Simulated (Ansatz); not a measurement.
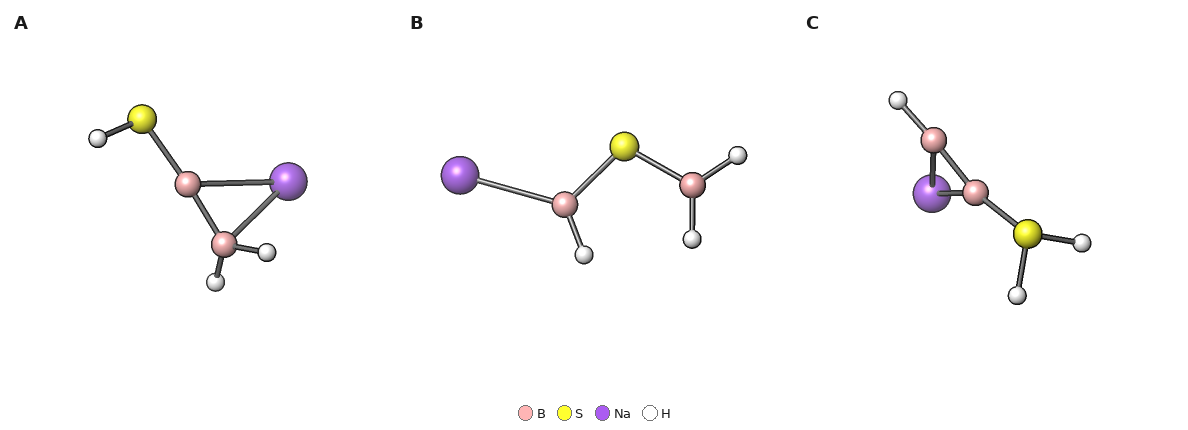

3 stationary structures of one formula. Geometries: PBE0-D4/def2-TZVP. Electronic energies: RHF-CCSD(T) (frozen core)/def2-TZVPP (Ansatz 0.2.0), without zero-point energy. No frequency run is at hand to confirm each as a minimum. Each is one conformer, not always the lowest.

**Which is lowest in energy, and by how much?**

A is lowest (Cs); B lies 0.286 eV above it (Cs), C lies 2.909 eV above it (Cs).
